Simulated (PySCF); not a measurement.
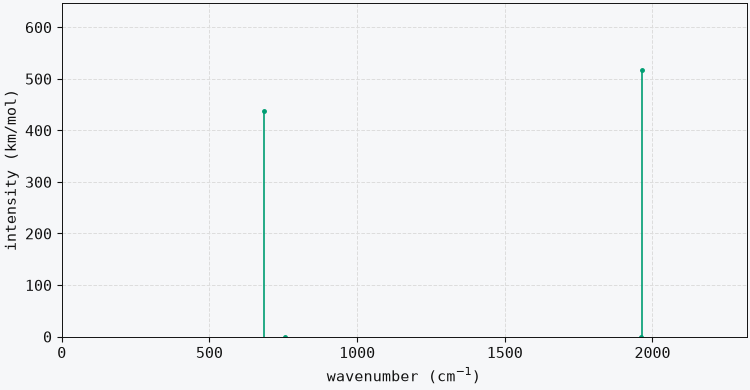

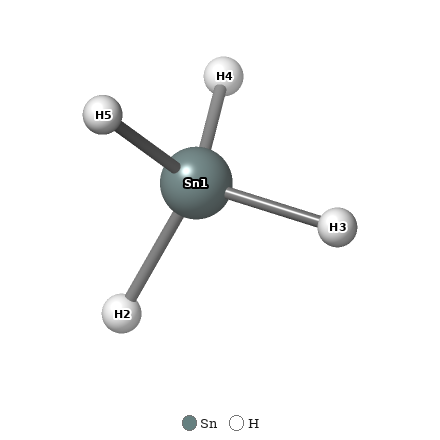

Infrared spectrum of SnH₄, singlet (point group Td). Unscaled harmonic wavenumbers and double-harmonic intensities, PBE0/x2c-TZVP (sfX2C-1e), PySCF 2.14.0, isolated molecule. The structure is the lowest point that the starts tried gave, with the shape that electron-pair counting expects. Degenerate modes count as one line, with their intensities summed.

Which modes are missing from the spectrum (below 0.05 km/mol)?

754.9 cm⁻¹ (e) and 1962.8 cm⁻¹ (a1).

List the modes.

| cm⁻¹ | km/mol | symmetry |
| --- | --- | --- |
| 684.0 | 437.2 | t2 (×3) |
| 754.9 | 0.0 | e (×2) |
| 1962.8 | 0.0 | a1 |
| 1964.5 | 516.8 | t2 (×3) |
